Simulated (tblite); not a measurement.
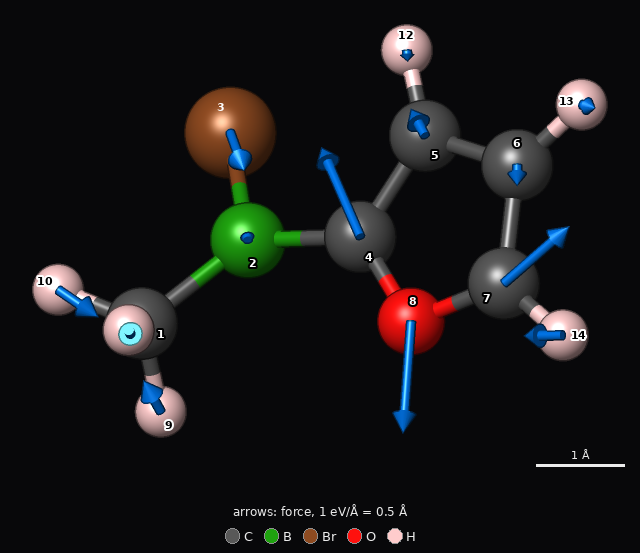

Starting geometry of C₅H₆BBrO with the computed forces as blue arrows. The picture is a ball-and-stick view, seen at a tilt.

The calculation used tblite 0.8.0, GFN2-xTB geometry optimisation, gas phase. 

**What follows when this structure is relaxed?**

It isn't relaxed: the largest force vector, on a C atom, is 2.83 eV/Å. The final displacements have little in common with the starting forces (cosine between the two patterns 0.14). The atom that moves furthest after the best rigid fit is the Br atom (0.71 Å). Largest moves by element: Br 0.71 Å, H 0.54 Å, O 0.45 Å, C 0.27 Å, B 0.25 Å. Near-neighbour distances that change, for instance: B–Br 2.009 → 1.885 Å, C–O 1.308 → 1.367 Å, C–H 1.130 → 1.089 Å, B–C 1.561 → 1.529 Å. Bond angles that change, for instance: O–C–H 126.6° → 117.5°, B–C–O 129.2° → 120.7°, B–C–C 123.1° → 131.2°. Groups turn about B–C by about 35°. Over 62 geometry steps the energy falls by 0.519 eV. Cost: 1.2 s on 1 thread of Intel(R) Xeon(R) Processor @ 2.50GHz, with other jobs on the host.
